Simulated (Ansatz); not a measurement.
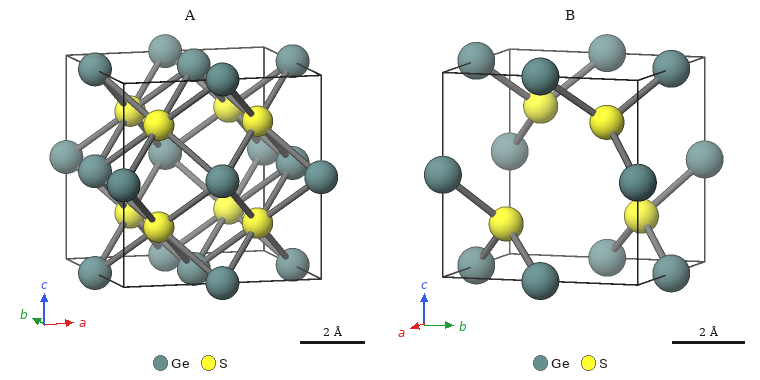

Two structures of Ge$_{3}$S$_{4}$, each relaxed to rest (conventional cells in solid outline, small ones repeated, not to one scale). Method: DFT PBE, scalar-relativistic, plane waves, PAW in Ansatz, without spin polarisation.

### Describe A and B.

A: 14 atoms a cell on a body-centred cubic lattice, Im-3m. B: 7 atoms a cell on a primitive cubic lattice, P-43m.

### Which of the two does the method prefer?

B is lower, by 297 meV/atom at this level of theory (energies at zero smearing). Volumes: A 19.3, B 27.7 Å³/atom.

One or both may be structure types tried for this composition rather than known phases.
